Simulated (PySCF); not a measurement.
C₇H₁₀NPSi (SMILES [SiH3]N=P12C=CC(C=C1)C=C2)

Input

```
{"job": {"kind": "uv", "xc": "wB97X-D", "basis": "def2-SVPD", "ip": true}, "charge": 0, "multiplicity": 1}
Si     3.528029     0.275257    -0.147540
N      1.949341     0.890173    -0.031164
P      0.490202     0.377406     0.003646
C     -0.213525    -0.636508    -1.355414
C     -1.506013    -0.913064    -1.184121
C     -2.189700    -0.375907     0.076030
C     -2.042146     1.149048     0.079107
C     -0.809568     1.654030     0.046731
C     -1.436391    -0.924371     1.291081
C     -0.136217    -0.649179     1.391062
H      3.752549    -0.554643    -1.384035
H      3.911211    -0.605056     1.011966
H      4.518507     1.395491    -0.188944
H      0.393932    -0.951544    -2.206251
H     -2.098562    -1.498157    -1.893616
H     -3.245890    -0.666991     0.104312
H     -2.946301     1.763493     0.107878
H     -0.548765     2.714008     0.044700
H     -1.988717    -1.514556     2.028240
H      0.519141    -0.969802     2.203498
```

Run with:

```sh
OMP_NUM_THREADS=1 python probes_run.py task.json out
```

Geometry: PBE0-D3(BJ)/def2-SVP.

The calculation used wB97X-D/def2-SVPD, SCF density, gas phase (PySCF).

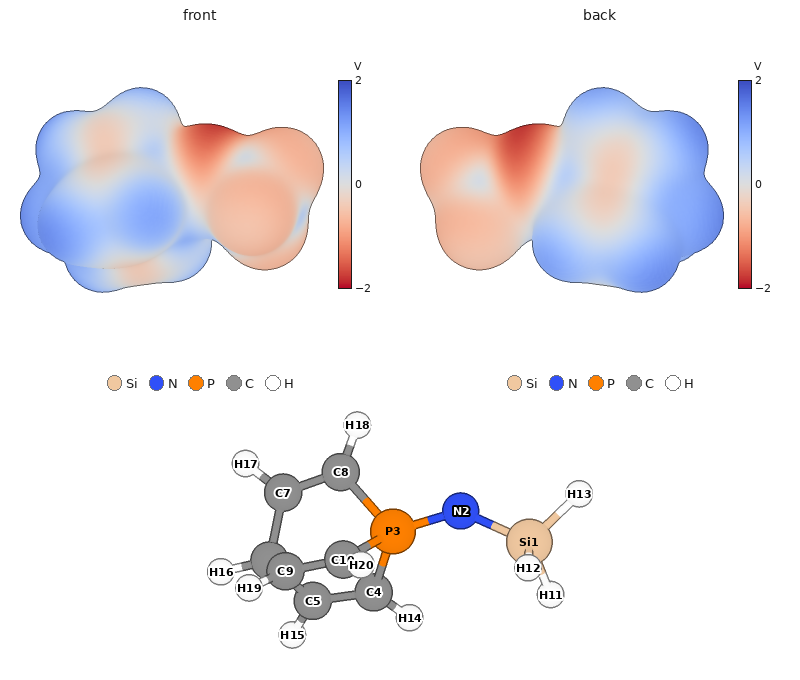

Figure 1. The electrostatic potential painted on the density surface at 0.002 e/bohr³, seen from the front and from behind; the colour scale runs from red (negative) to blue (positive). The bare structure is drawn below in the same view.

Question: Which sites attract a positive test charge, and which a negative one?

Answer: A positive charge is drawn to the negative regions and a negative charge to the positive ones. The most negative region (about −1.7 V) lies over N2, the most positive (about +1.3 V) over H15, H16, H17 and H19. N2 is the likeliest acceptor of a hydrogen bond.

Question: How polar is the molecule by this calculation?

Answer: Its dipole moment is 5.75 D.

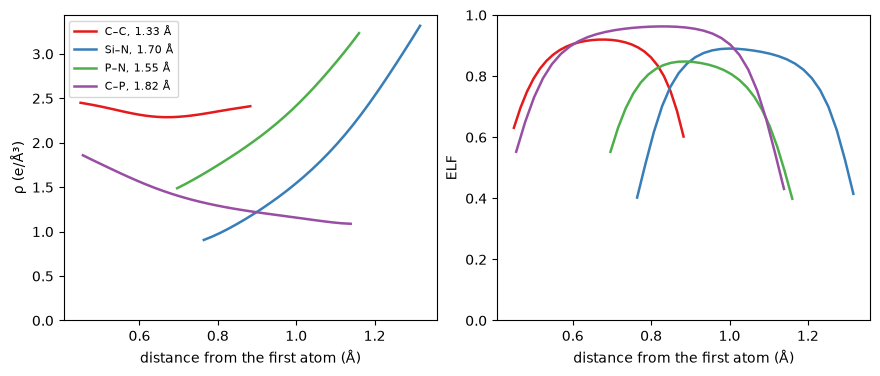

Figure 2. Total electron density and ELF along straight lines between neighbouring atoms. The curves leave out the atomic cores.

Question: What can be read from the curves?

Answer: C–C (1.33 Å): the density is about 2.3 e/Å³ at the midpoint; the ELF peaks at about 0.90 between the atoms: a short, multiple covalent bond.
Si–N (1.70 Å): ρ is about 1.1 e/Å³ halfway; the ELF peaks at about 0.90 between the atoms, as expected for a shared but strongly polarised pair.
P–N (1.55 Å): ρ at the midpoint is about 1.7 e/Å³; the ELF peaks at about 0.85 between the atoms; a polar covalent bond.
C–P (1.82 Å): the density is about 1.2 e/Å³ at the midpoint; the ELF peaks at about 0.95 between the atoms (a shared electron pair).
